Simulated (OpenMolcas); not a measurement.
**C3H9In (trimethylindium (TMIn)), step by step, part 1 of 3**

Aim: a single-point energy (HF/ANO-RCC-MB), then the energy (CASSCF(2,2)/ANO-RCC-VDZP), then the energy along one coordinate (CASPT2(2,2)/ANO-RCC-VDZP), then the energy along one coordinate (SC-NEVPT2(2,2)/ANO-RCC-VDZP), then an energy scan (MC-PDFT[tPBE](2,2)/ANO-RCC-VDZP) of C3H9In (trimethylindium (TMIn)). 

Program for the calculation: OpenMolcas 26.06.

## Step 1: The molecule

The species is C3H9In (13 atoms), meant as a singlet with charge 0. SMILES: `[CH3][In]([CH3])[CH3]`. Geometry: relaxed at PBE0-D4/def2-TZVP.

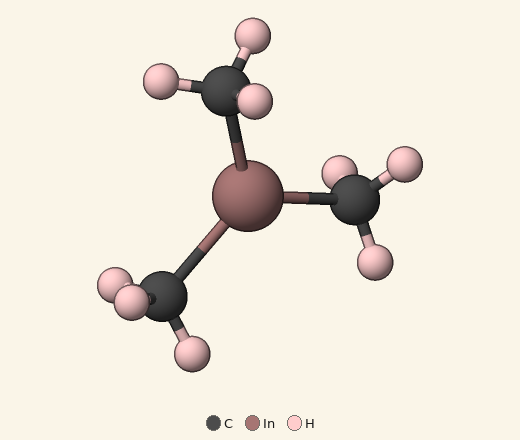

Viewed from a chosen angle; carbon dark grey, indium brown, hydrogen pink.

## Step 2: The energy at HF/ANO-RCC-MB (DKH2) (run 1)

Input file input.xyz:

```xyz
13

C     -0.506200     1.897900    -0.902800
In     0.007900    -0.003300    -0.006900
C      1.475300    -0.088600     1.581000
C     -0.956600    -1.818200    -0.683200
H      0.329400     2.598000    -0.853700
H     -1.344900     2.339400    -0.357000
H     -0.811500     1.777000    -1.943300
H      1.276400    -0.918200     2.261200
H      1.500700     0.842500     2.149300
H      2.467200    -0.242700     1.146600
H     -1.254700    -1.743900    -1.730100
H     -1.858700    -1.990800    -0.089300
H     -0.304000    -2.683700    -0.557100
```

Input file step1.inp:

```
* C3H9In Hartree-Fock
&GATEWAY
Coord
input.xyz
Basis
ANO-RCC-MB
Group
NoSym
&SEWARD
&SCF
PrOrbitals
0
&LOCALISATION
Occupied
Freeze
Pipek-Mezey
&LOCALISATION
FileOrb
$Project.LocOrb
Virtual
Pipek-Mezey
```

On the command line:

```sh
$ export MOLCAS_MEM=1860
$ pymolcas step1.inp > step1.log
```

Output (excerpt; [...] marks lines left out):

```text
--- Start Module: gateway ---
[...]
--- Stop Module: gateway /rc=_RC_ALL_IS_WELL_ ---
[...]
      Basis functions           51
[...]
       Convergence after   8 Iterations
[...]
::    Total SCF energy                              -5995.7921527714
[...]
      Total spin, S                                     0.0000000000
[...]
      Total electronic charge=   76.000000
      Total            charge=   -0.000000
[...]
      Dipole Moment (debye):
      Origin of the operator (angstrom)=    0.0066   -0.0032   -0.0052
                   X= -7.7738E-03               Y=  1.2242E-03               Z=  4.0853E-03           Total=  8.8668E-03
      Quadrupole Moment (debye*angstrom):
[...]
--- Start Module: localisation ---
[...]
--- Stop Module: localisation /rc=_RC_ALL_IS_WELL_ ---
--- Start Module: localisation ---
[...]
--- Stop Module: localisation /rc=_RC_ALL_IS_WELL_ ---
[...]
```

Run time: 12 s. Hardware: 1 thread of Intel Xeon Platinum 8375C at 2.90GHz (Ice Lake), shared host; peak memory 0.41 GiB.

## Step 3: The energy at CASSCF(2,2)/ANO-RCC-VDZP (DKH2, RICD fitting) (run 2)

input.xyz is that of step 2.

Input file step2.input:

```
* C3H9In CASSCF

&GATEWAY
 Coord=input.xyz
 Basis=ANO-RCC-MB
 Group=NoSym

&SEWARD

&RASSCF
 FileOrb=$CurrDir/step1.LocOrb
 Alter=2
 1 34 38
 1 39 48
 Spin=1
 Nactel=2 0 0
 Inactive=37
 Ras2=2
 OrbListing=Nothing
>>> COPY $Project.RunFile RUNFIL1
>>> COPY $Project.RasOrb INPORB

&GATEWAY
 Coord=input.xyz
 Basis=ANO-RCC-VDZP
 Group=NoSym
 RICD

&SEWARD
>>> COPY $Project.RunFile RUNFIL2

&EXPBAS

&RASSCF
 FileOrb=$Project.ExpOrb
 Spin=1
 Nactel=2 0 0
 Inactive=37
 Ras2=2
 OrbListing=Nothing
```

On the command line:

```sh
$ export MOLCAS_MEM=1860
$ pymolcas step2.input > step2.log
```

Output (excerpt; [...] marks lines left out):

```text
--- Start Module: gateway ---
[...]
      Basis functions           51
[...]
      Number of active orbitals                  2
[...]
      Spin quantum number                      0.0
[...]
      Active orbitals                            2
[...]
      Number of CSFs                             3
[...]
      Number of root(s) required                 1
[...]
      Convergence after 11 iterations
[...]
      printout of CI-coefficients larger than  0.05 for root  1
      energy=   -5995.806400
      conf/sym  11     Coeff  Weight
             1  20   0.99556 0.99114
             3  02  -0.09412 0.00886
      Natural orbitals and occupation numbers for root  1
      sym 1:   1.982282   0.017718
      ************************************************************************************************************************
      *                                                    Final results                                                     *
[...]
::    RASSCF root number  1 Total energy:  -5995.80640017
[...]
      Basis functions          130
[...]
      Convergence after 14 iterations
[...]
::    RASSCF root number  1 Total energy:  -5995.99200232
[...]
      Total electronic charge=   76.000000
      Total            charge=   -0.000000
[...]
```

Wall time 41 s (1 thread of Intel Xeon Platinum 8375C at 2.90GHz (Ice Lake), shared host); peak memory 0.41 GiB.

## Step 4: An energy scan at CASPT2(2,2)/ANO-RCC-VDZP (DKH2, RICD fitting, ipea shift 0.25 Eh, pt2 variant SS) (run 3)

Input file step3.inp:

```
>>> COPY $CurrDir/step2.RasOrb $Project.RasOrb
>>> ForEach K in (1, 2, 3, 4, 5, 6, 7, 8, 9)

&GATEWAY
  COORD = $CurrDir/point$K.xyz
  BASIS = ANO-RCC-VDZP
  GROUP = NoSym
  RICD

&SEWARD

&RASSCF
  FILEORB = $Project.RasOrb
  SPIN = 1
  NACTEL = 2 0 0
  INACTIVE = 37
  RAS2 = 2
  ORBLISTING = Nothing

&CASPT2
  IMAGINARY = 0.2
  FROZEN = 21
>>> EndDo
```

On the command line:

```sh
$ export MOLCAS_MEM=1860
$ pymolcas step3.inp > step3.log
```

Output:

```text
--- Start Module: gateway ---

                                              &GATEWAY

                       available to each process: 1.9 GB of memory, 1 thread

++    Symmetry information:
      ---------------------

                    Character Table for C1

                             E
                    a        1  x, y, xy, Rz, z, xz, Ry, yz, Rx, I
--

++    Basis set information:
      ----------------------

      Basis set label: C.ANO-RCC...3S2P1D.

      Electronic valence basis set:
      ------------------
      Associated Effective Charge   6.000000 au
      Associated Actual Charge      6.000000 au
      Nuclear Model: Point charge

      Shell  nPrim  nBasis  Cartesian Spherical Contaminant
         s      14       3        X
         p       9       2        X
         d       4       1                 X

      Basis set label: IN.ANO-RCC...6S5P3D1F.

      Electronic valence basis set:
      ------------------
      Associated Effective Charge  49.000000 au
      Associated Actual Charge     49.000000 au
      Nuclear Model: Point charge

      Shell  nPrim  nBasis  Cartesian Spherical Contaminant
         s      22       6        X
         p      19       5        X
         d      13       3                 X
         f       5       1                 X

      Basis set label: C.ANO-RCC...3S2P1D.

      Electronic valence basis set:
      ------------------
      Associated Effective Charge   6.000000 au
      Associated Actual Charge      6.000000 au
      Nuclear Model: Point charge

      Shell  nPrim  nBasis  Cartesian Spherical Contaminant
         s      14       3        X
         p       9       2        X
         d       4       1                 X

      Basis set label: H.ANO-RCC...2S1P.

      Electronic valence basis set:
      ------------------
      Associated Effective Charge   1.000000 au
      Associated Actual Charge      1.000000 au
      Nuclear Model: Point charge

      Shell  nPrim  nBasis  Cartesian Spherical Contaminant
         s       8       2        X
         p       4       1        X
--

++    Molecular structure info:
      -------------------------

                    ************************************************
                    **** Cartesian Coordinates / bohr, angstrom ****
                    ************************************************

     Center  Label                x              y              z                     x              y              z
        1      C1              -0.798523       3.718938      -1.696757             -0.422560       1.967977      -0.897885
        2      IN2              0.172986       0.126190      -0.003751              0.091540       0.066777      -0.001985
        3      C3               2.945970      -0.035003       2.996945              1.558940      -0.018523       1.585915
[... 9 lines of this table left out ...]
       13      H13             -0.416420      -4.939032      -1.043478             -0.220360      -2.613623      -0.552185

                    ***************************************
                    *    InterNuclear Distances / bohr    *
                    ***************************************

               1 C1            2 IN2           3 C3            4 C4            5 H5            6 H6
    1 C1       0.000000
    2 IN2      4.088756        0.000000
    3 C3       7.081252        4.088961        0.000000
    4 C4       7.085965        4.088759        7.078848        0.000000
[... 8 lines of this table left out ...]
   13 H13      8.690984        5.204316        7.188893        2.062208        9.919561        9.701318

               7 H7            8 H8            9 H9           10 H10          11 H11          12 H12
    7 H7       0.000000
    8 H8      10.229206        0.000000
    9 H9       9.056685        3.360790        0.000000
   10 H10      9.330071        3.336123        3.336418        0.000000
   11 H11      6.718134        9.066496       10.234475        9.331027        0.000000
   12 H12      8.178446        7.677074        9.320103        9.121079        3.336852        0.000000
   13 H13      8.879089        6.958060        9.065887        7.685548        3.360836        3.335803

              13 H13
   13 H13      0.000000

                    *******************************************
                    *    InterNuclear Distances / angstrom    *
                    *******************************************

               1 C1            2 IN2           3 C3            4 C4            5 H5            6 H6
    1 C1       0.000000
    2 IN2      2.163677        0.000000
    3 C3       3.747237        2.163785        0.000000
    4 C4       3.749731        2.163678        3.745965        0.000000
[... 8 lines of this table left out ...]
   13 H13      4.599071        2.754005        3.804198        1.091274        5.249206        5.133717

               7 H7            8 H8            9 H9           10 H10          11 H11          12 H12
    7 H7       0.000000
    8 H8       5.413063        0.000000
    9 H9       4.792592        1.778453        0.000000
   10 H10      4.937261        1.765400        1.765556        0.000000
   11 H11      3.555083        4.797783        5.415851        4.937767        0.000000
   12 H12      4.327847        4.062533        4.931986        4.826667        1.765786        0.000000
   13 H13      4.698612        3.682047        4.797461        4.067017        1.778478        1.765231

              13 H13
   13 H13      0.000000

[... 167 lines left out ...]
      Note: transformation to natural orbitals
[... 8 lines left out ...]
      Natural orbitals and occupation numbers for root  1
[... 20 lines left out ...]
      Final state energy(ies):
[... 114 lines left out ...]
      Natural orbitals for root   1 are written to the RASORB.1 file
[... 72 lines left out ...]
 Compute H0 matrices for state    1
[... 35 lines left out ...]
      Reference weight:           0.79785
[... 322 lines left out ...]
      Convergence after 10 iterations
[... 12 lines left out ...]
      conf/sym  11     Coeff  Weight
[... 14 lines left out ...]
      RASSCF energy for state  1                  -5995.99199820
[... 47 lines left out ...]
      Dipole Moment (debye):
[... 131 lines left out ...]
      Imaginary shift                            0.20
[... 51 lines left out ...]
      Total energy:           -5996.8521661785
[... 313 lines left out ...]
                                         RASSCF iterations: Energy and convergence statistics
[... 22 lines left out ...]
      energy=   -5995.987924
[... 11 lines left out ...]
++    Final optimization conditions:
[... 17 lines left out ...]
      Von Neumann Entropy (Root   1) =  0.09446
[... 123 lines left out ...]
 ###    WARNING: User changed nr of frozen orbitals.                         ###
[... 89 lines left out ...]
      Reference energy:       -5995.9879237881
[... 248 lines left out ...]
      Nuclear repulsion energy =  360.31322770
[... 90 lines left out ...]
      printout of CI-coefficients larger than  0.05 for root  1
[... 9 lines left out ...]
      *                                                    Final results                                                     *
[... 19 lines left out ...]
::    RASSCF root number  1 Total energy:  -5995.96838570
[... 112 lines left out ...]
      Spin density orbitals for root   1 are written to the SPDORB.1 file
[... 98 lines left out ...]
  FINAL CASPT2 RESULT:
[... 27 lines left out ...]
::    CASPT2 Root  1     Total energy:  -5996.82592089
[... 241 lines left out ...]
      Dipole Moment (debye):
[... 131 lines left out ...]
      Imaginary shift                            0.20
[... 50 lines left out ...]
      Total energy:           -5996.7904345672
[... 312 lines left out ...]
                                         RASSCF iterations: Energy and convergence statistics
[... 22 lines left out ...]
      energy=   -5995.897811
[... 11 lines left out ...]
++    Final optimization conditions:
[... 17 lines left out ...]
      Von Neumann Entropy (Root   1) =  0.37417
[... 123 lines left out ...]
 ###    WARNING: User changed nr of frozen orbitals.                         ###
[... 87 lines left out ...]
      Reference energy:       -5995.8978106785
[... 246 lines left out ...]
      Nuclear repulsion energy =  357.53290590
[... 90 lines left out ...]
      printout of CI-coefficients larger than  0.05 for root  1
[... 9 lines left out ...]
      *                                                    Final results                                                     *
[... 19 lines left out ...]
::    RASSCF root number  1 Total energy:  -5995.86573373
[... 112 lines left out ...]
      Spin density orbitals for root   1 are written to the SPDORB.1 file
[... 97 lines left out ...]
  FINAL CASPT2 RESULT:
[... 26 lines left out ...]
::    CASPT2 Root  1     Total energy:  -5996.71520539
[... 308 lines left out ...]
      Note: transformation to natural orbitals
[... 8 lines left out ...]
      Natural orbitals and occupation numbers for root  1
[... 20 lines left out ...]
      Final state energy(ies):
[... 114 lines left out ...]
      Natural orbitals for root   1 are written to the RASORB.1 file
[... 72 lines left out ...]
 Compute H0 matrices for state    1
[... 32 lines left out ...]
      Reference weight:           0.79755
[... 319 lines left out ...]
      Convergence after 11 iterations
[... 12 lines left out ...]
      conf/sym  11     Coeff  Weight
[... 14 lines left out ...]
      RASSCF energy for state  1                  -5995.83275021
[... 47 lines left out ...]
      Dipole Moment (debye):
[... 59 lines left out ...]
      NBO located      1.000 non-bonded electrons on atom IN2
      NBO located      1.000 non-bonded electrons on atom IN2
      NBO located      1.000 non-bonded electrons on atom IN2
      NBO located      1.000 non-bonded electrons on atom IN2
      NBO located      1.000 non-bonded electrons on atom IN2
      NBO located      1.000 non-bonded electrons on atom IN2
      NBO located      1.000 non-bonded electrons on atom IN2
      NBO located      1.000 non-bonded electrons on atom IN2
      NBO located      1.000 non-bonded electrons on atom IN2
      NBO located      0.992 non-bonded electrons on atom C3
      NBO located      0.991 non-bonded electrons on atom C4
      The remaining   13.820 electrons are to be considered as diffuse
--

--

      Average orbitals are written to the RASORB file
      Natural orbitals for root   1 are written to the RASORB.1 file
      Spin density orbitals for root   1 are written to the SPDORB.1 file

--- Stop Module: rasscf /rc=_RC_ALL_IS_WELL_ ---
--- Module rasscf spent 12 seconds ---

--- Start Module: caspt2 ---

                                              &CASPT2

                       available to each process: 1.9 GB of memory, 1 thread

 ###############################################################################
 ###    WARNING: User changed nr of frozen orbitals.                         ###
 ###############################################################################

++    Wave function specifications:
      -----------------------------

      Number of closed shell electrons          32
      Number of electrons in active shells       2
      Max number of holes in RAS1 space          0
      Max number of electrons in RAS3 space      0
      Number of inactive orbitals               16
      Number of active orbitals                  2
      Number of secondary orbitals              91
      Spin quantum number                      0.0
      State symmetry                             1
      Number of CSFs                             3
      Number of CASSCF root(s) available         1
      CASPT2 state passed to geometry opt.       1
      A file JOBMIX will be created
      This is a CASSCF or RASSCF reference function
--

++    Orbital specifications:
      -----------------------

      Symmetry species                           1
                                                 a
      Frozen orbitals                           21
      Inactive orbitals                         16
      Active orbitals                            2
      Secondary orbitals                        91
      Deleted orbitals                           0
      Number of basis functions                130
--

++    CASPT2 specifications:
      ----------------------

      Type of calculation                        SS-CASPT2
      Fock operator                              state-specific
      IPEA shift                                 0.25
      Real shift                                 0.00
      Imaginary shift                            0.20
      The input orbitals will be transformed to quasi-canonical
--

--------------------------------------------------------------------------------
 Estimated memory requirements:
  POLY3 :                   250070
  RHS:                     1436116
  SIGMA :                  1388592
  PRPCTL:                        0
 Available workspace:    232479628

++ CASPT2 computation for group   1

********************************************************************************
 Multi-State initialization phase begins for group   1
--------------------------------------------------------------------------------
********************************************************************************
 Compute H0 matrices for state    1
--------------------------------------------------------------------------------
--------------------------------------------------------------------------------
 H0 matrices have been computed.

********************************************************************************
  CASPT2 EQUATION SOLUTION
--------------------------------------------------------------------------------

  Total nr of CASPT2 parameters:
   Before reduction:     1401965
   After  reduction:     1382640

 Variance of |WF0>:       3.5190590310

 The contributions to the second order correlation energy in atomic units.
-----------------------------------------------------------------------------------------------------------------------------
  IT.      VJTU        VJTI        ATVX        AIVX        VJAI        BVAT        BJAT        BJAI        TOTAL       RNORM
-----------------------------------------------------------------------------------------------------------------------------
   1    -0.000000   -0.000076   -0.000000   -0.006638   -0.008311   -0.000243   -0.034909   -0.790432   -0.840609    0.001386
   2    -0.000000   -0.000078   -0.000000   -0.006691   -0.008317   -0.000243   -0.034948   -0.790446   -0.840721    0.000171
   3    -0.000000   -0.000078   -0.000000   -0.006691   -0.008316   -0.000243   -0.034947   -0.790444   -0.840718    0.000026
   4    -0.000000   -0.000078   -0.000000   -0.006691   -0.008316   -0.000243   -0.034946   -0.790443   -0.840717    0.000003
-----------------------------------------------------------------------------------------------------------------------------

  FINAL CASPT2 RESULT:

      Reference energy:       -5995.8327502115
      E2 (Non-variational):      -0.8407165735
      Shift correction:          -0.0038757804
      E2 (Variational):          -0.8445923539
      Total energy:           -5996.6773425653
      Residual norm:              0.0000004073
      Reference weight:           0.79859

      Contributions to the CASPT2 correlation energy
      Active & Virtual Only:         -0.0002427884
      One Inactive Excited:          -0.0416369711
      Two Inactive Excited:          -0.7988368140

++ Denominators, etc.
--------------------------------------------------------------------------------------------------------------
 Report on small energy denominators, large coefficients, and large energy contributions.
CASE  SYMM ACTIVE-MIX  NON-ACTIVE INDICES          DENOMINATOR     RHS VALUE       COEFFICIENT     CONTRIBUTION
VJTU     1  Mu1.0001  In1.036                       0.29309286     -0.00000044      0.00222339     -0.00000000
VJTU     1  Mu1.0001  In1.037                       0.27386382     -0.00000004     -0.00052026      0.00000000
ATVX     1  Mu1.0001  Se1.040                       0.28019468     -0.00000097      0.00062032     -0.00000000
ATVX     1  Mu1.0001  Se1.041                       0.28238533     -0.00000071     -0.00042946      0.00000000
BJAIP    1  Se1.048 In1.037 Se1.048 In1.037         1.19770610      0.03717049     -0.03020185     -0.00112262
--

   (Skipping property calculation,
    use PROP keyword to activate)
--

  Total CASPT2 energies:
::    CASPT2 Root  1     Total energy:  -5996.67734257

  A NEW JOBIPH FILE NAMED 'JOBMIX' IS PREPARED.
********************************************************************************
--- Stop Module: caspt2 /rc=_RC_ALL_IS_WELL_ ---
--- Module caspt2 spent 4 seconds ---

>>> END FOREACH

.##################.
.# Happy landing! #.
.##################.

    Timing: Wall=308.19 User=286.40 System=19.35
```

Run time: 5.2 min. Hardware: 1 thread of Intel Xeon Platinum 8375C at 2.90GHz (Ice Lake), shared host; peak memory 0.37 GiB.

The scan, from its lowest point:

```
H5–C1 (Å)  energy (kJ/mol)
    0.982             27.5
    1.091              0.0
    1.200             13.2
    1.364             68.9
    1.582            162.1
    1.855            268.2
    2.182            359.6
    2.619            426.0
    3.274            459.0
```

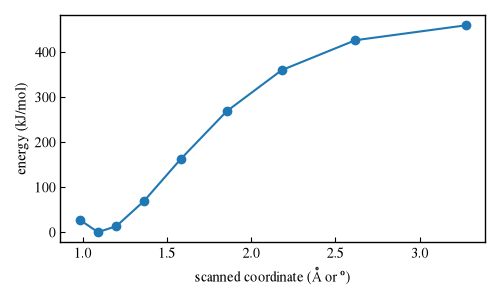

Energy along the scan.

(Continued in part 2 of 3.)
